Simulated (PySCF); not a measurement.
## C₇H₁₄Si₂: a changed input and its effect

System: C₇H₁₄Si₂.
Method of the first run: GIAO PBE0/pcSseg-1 NMR shielding, non-relativistic, IEF-PCM acetone (PySCF 2.14.0).

The geometry comes from this level: PBE0-D3(BJ)/def2-SVP. Text and figures count atoms from 1; the logs count them from 0 in places.

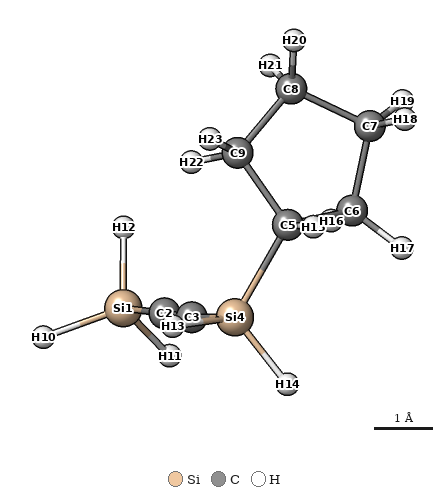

Figure 1. The input geometry (ball-and-stick view, seen at a tilt; atoms are numbered from 1 in the order of the input). Bond lengths as drawn: C–C 1.23 to 1.55 Å, C–H 1.10 to 1.11 Å, C–Si 1.83 to 1.88 Å and H–Si 1.49 Å.

### The input, the first run
```
{"job": {"kind": "nmr", "xc": "PBE0", "basis": "pcSseg-1", "solvent": "acetone", "pop": true}, "charge": 0, "multiplicity": 1}
Si     4.140741    -1.118091     0.215750
C      2.727144    -0.090036    -0.338552
C      1.789379     0.602544    -0.715340
Si     0.311488     1.582911    -1.217197
C     -1.208909     0.813349    -0.418795
C     -1.473084    -0.646016    -0.809803
C     -2.503517    -1.091952     0.225124
C     -2.032298    -0.443761     1.535895
C     -1.169764     0.774672     1.123129
H      5.282693    -0.234928     0.591391
H      4.558621    -2.029642    -0.888681
H      3.732558    -1.930172     1.398973
H      0.508528     2.994553    -0.768782
H      0.213220     1.561780    -2.707902
H     -2.076658     1.418463    -0.742132
H     -0.546990    -1.238542    -0.701274
H     -1.815971    -0.761568    -1.849584
H     -3.493590    -0.698791    -0.060066
H     -2.600773    -2.185892     0.297761
H     -2.879364    -0.154835     2.175713
H     -1.428333    -1.154397     2.120716
H     -0.135423     0.638820     1.479500
H     -1.529028     1.718630     1.559181
```

The first line tells a small driver script what to run in PySCF; the rest is the geometry in Å.

Launched with:
```bash
OMP_NUM_THREADS=1 python <driver script> task.json out
```

Hardware: 1 CPU thread, shared host.

### Output (the first run)
```
coarse grid: 19536 points
cycle   1  E = -853.3555259516  dE =  6.738e-01  |g| = 4.716e-01  |ddm| = 4.325e+00
cycle   2  E = -853.3392451695  dE =  1.628e-02  |g| = 5.367e-01  |ddm| = 9.869e-01
cycle   3  E = -853.4152439251  dE = -7.600e-02  |g| = 5.718e-02  |ddm| = 5.513e-01
cycle   4  E = -853.4157550540  dE = -5.111e-04  |g| = 3.193e-02  |ddm| = 6.860e-02
cycle   5  E = -853.4159556132  dE = -2.006e-04  |g| = 1.589e-02  |ddm| = 3.445e-02
cycle   6  E = -853.4160155355  dE = -5.992e-05  |g| = 4.145e-03  |ddm| = 1.291e-02
cycle   7  E = -853.4160202563  dE = -4.721e-06  |g| = 3.368e-04  |ddm| = 4.031e-03
final grid: 177520 points
cycle   8  E = -853.4723588055  dE = -3.841e-05  |g| = 8.218e-03  |ddm| = 3.607e-02
cycle   9  E = -853.4723482129  dE =  1.059e-05  |g| = 1.052e-02  |ddm| = 1.724e-02
cycle  10  E = -853.4723769113  dE = -2.870e-05  |g| = 6.670e-04  |ddm| = 9.398e-03
cycle  11  E = -853.4723769744  dE = -6.310e-08  |g| = 4.100e-04  |ddm| = 8.408e-04
cycle  12  E = -853.4723770137  dE = -3.925e-08  |g| = 1.318e-04  |ddm| = 3.570e-04
cycle  13  E = -853.4723770178  dE = -4.142e-09  |g| = 3.806e-05  |ddm| = 1.288e-04
cycle  14  E = -853.4723770182  dE = -3.745e-10  |g| = 5.314e-06  |ddm| = 3.839e-05
converged SCF energy = -853.4723770182

GIAO shielding tensors (ppm)
atom      isotropic    diamagn.    paramagn.     s11        s22        s33       span
  0 Si     449.033     881.227    -432.194    442.410    442.873    461.815     19.405
  1 C       71.150     263.415    -192.266    -26.981    -24.550    264.982    291.963
  2 C       64.195     264.998    -200.802    -37.062    -31.431    261.079    298.140
  3 Si     413.245     882.236    -468.990    378.078    398.047    463.610     85.533
  4 C      160.297     255.571     -95.273    140.434    165.983    174.475     34.041
  5 C      151.630     248.684     -97.053    126.193    162.863    165.835     39.642
  6 C      153.807     249.253     -95.446    128.560    160.179    172.684     44.124
  7 C      158.241     248.418     -90.177    128.107    172.508    174.108     46.001
  8 C      156.369     249.042     -92.673    125.450    167.074    176.584     51.134
  9 H       27.063      26.765       0.298     23.568     25.365     32.257      8.689
 10 H       27.069      27.494      -0.425     23.622     25.485     32.100      8.478
 11 H       27.054      29.151      -2.097     23.324     26.225     31.612      8.287
 12 H       26.945      28.846      -1.901     23.347     24.963     32.525      9.178
 13 H       26.940      28.910      -1.970     23.314     25.003     32.503      9.189
 14 H       30.310      32.570      -2.259     26.605     26.970     37.356     10.751
 15 H       30.013      33.687      -3.674     24.604     29.550     35.885     11.281
 16 H       29.571      31.563      -1.992     24.375     27.570     36.768     12.393
 17 H       29.863      30.053      -0.190     24.785     27.400     37.402     12.617
 18 H       29.453      29.684      -0.231     24.779     26.582     36.999     12.220
 19 H       29.491      29.065       0.426     24.169     27.137     37.166     12.998
 20 H       29.681      31.049      -1.368     24.558     27.733     36.752     12.194
 21 H       29.717      33.738      -4.021     24.119     29.291     35.742     11.624
 22 H       29.493      31.370      -1.877     24.203     27.523     36.753     12.550
```

The input of the second run differs as follows (lines with − go, lines with + come):
```diff
-"solvent": "acetone"
-"pop": true
+"solvent": "dichloromethane"
+"pop": false
```

How does the second run compare with the first run?

The total energy of the second run is 0.18 kcal/mol higher: the change of the electrostatic solvation energy at this fixed geometry, without cavity or dispersion terms. The dipole moment goes from 1.33 to 1.30 D. Of all shieldings, the largest change is that of C2 and C3, by +0.1 ppm. The number of SCF iterations is the same.

### Output (the second run)
```
coarse grid: 19536 points
cycle   1  E = -853.3549985855  dE =  6.743e-01  |g| = 4.725e-01  |ddm| = 4.325e+00
cycle   2  E = -853.3378850982  dE =  1.711e-02  |g| = 5.403e-01  |ddm| = 9.965e-01
cycle   3  E = -853.4149267870  dE = -7.704e-02  |g| = 5.811e-02  |ddm| = 5.584e-01
cycle   4  E = -853.4154422938  dE = -5.155e-04  |g| = 3.318e-02  |ddm| = 7.010e-02
cycle   5  E = -853.4156600578  dE = -2.178e-04  |g| = 1.634e-02  |ddm| = 3.538e-02
cycle   6  E = -853.4157236394  dE = -6.358e-05  |g| = 4.167e-03  |ddm| = 1.331e-02
cycle   7  E = -853.4157284302  dE = -4.791e-06  |g| = 3.429e-04  |ddm| = 4.116e-03
final grid: 177520 points
cycle   8  E = -853.4720677428  dE = -3.837e-05  |g| = 8.230e-03  |ddm| = 3.603e-02
cycle   9  E = -853.4720568930  dE =  1.085e-05  |g| = 1.058e-02  |ddm| = 1.732e-02
cycle  10  E = -853.4720858805  dE = -2.899e-05  |g| = 6.750e-04  |ddm| = 9.497e-03
cycle  11  E = -853.4720859445  dE = -6.402e-08  |g| = 4.175e-04  |ddm| = 8.534e-04
cycle  12  E = -853.4720859853  dE = -4.079e-08  |g| = 1.327e-04  |ddm| = 3.626e-04
cycle  13  E = -853.4720859895  dE = -4.208e-09  |g| = 3.824e-05  |ddm| = 1.300e-04
cycle  14  E = -853.4720859898  dE = -3.797e-10  |g| = 5.267e-06  |ddm| = 3.885e-05
converged SCF energy = -853.4720859898

GIAO shielding tensors (ppm)
atom      isotropic    diamagn.    paramagn.     s11        s22        s33       span
  0 Si     449.030     881.230    -432.199    442.327    442.820    461.944     19.617
  1 C       71.269     263.405    -192.136    -26.778    -24.331    264.917    291.696
  2 C       64.267     265.014    -200.747    -36.922    -31.287    261.010    297.932
  3 Si     413.246     882.227    -468.981    378.148    398.151    463.438     85.291
  4 C      160.248     255.559     -95.311    140.453    165.882    174.410     33.957
  5 C      151.618     248.641     -97.023    126.169    162.877    165.810     39.641
  6 C      153.743     249.227     -95.483    128.535    160.076    172.619     44.084
  7 C      158.199     248.374     -90.175    128.085    172.469    174.042     45.957
  8 C      156.358     248.993     -92.635    125.433    167.083    176.559     51.126
  9 H       27.066      26.774       0.291     23.573     25.367     32.258      8.686
 10 H       27.072      27.504      -0.432     23.627     25.488     32.102      8.474
 11 H       27.060      29.166      -2.106     23.334     26.232     31.615      8.281
 12 H       26.943      28.841      -1.898     23.346     24.962     32.521      9.175
 13 H       26.938      28.906      -1.968     23.315     25.002     32.499      9.185
 14 H       30.345      32.607      -2.262     26.649     27.012     37.373     10.724
 15 H       29.998      33.666      -3.668     24.589     29.528     35.876     11.287
 16 H       29.583      31.575      -1.992     24.390     27.584     36.776     12.387
 17 H       29.874      30.069      -0.195     24.798     27.418     37.406     12.607
 18 H       29.453      29.683      -0.230     24.783     26.582     36.995     12.212
 19 H       29.497      29.075       0.422     24.178     27.147     37.167     12.989
 20 H       29.679      31.041      -1.361     24.557     27.731     36.750     12.193
 21 H       29.702      33.714      -4.013     24.104     29.269     35.732     11.628
 22 H       29.507      31.383      -1.876     24.219     27.540     36.761     12.542
```

### The two runs side by side

| quantity | the first run | the second run |
| --- | --- | --- |
| outcome | converged | converged |
| total energy (hartree) | −853.472377 | −853.472086 |
| HOMO (eV) | −7.95 | −7.94 |
| LUMO (eV) | −0.62 | −0.61 |
| dipole moment (D) | 1.33 | 1.30 |
| shielding of C2 (ppm) | 71.1 | 71.3 |
| shielding of C3 (ppm) | 64.2 | 64.3 |
| shielding of C5 (ppm) | 160.3 | 160.2 |
| shielding of C7 (ppm) | 153.8 | 153.7 |
| shielding of C8 (ppm) | 158.2 | 158.2 |
| shielding of H15 (ppm) | 30.3 | 30.3 |
| shielding of H22 (ppm) | 29.7 | 29.7 |
| SCF iterations | 14 | 14 |
| basis functions | 237 | 237 |
| wall time (shared host) | 1.7 min | 96 s |
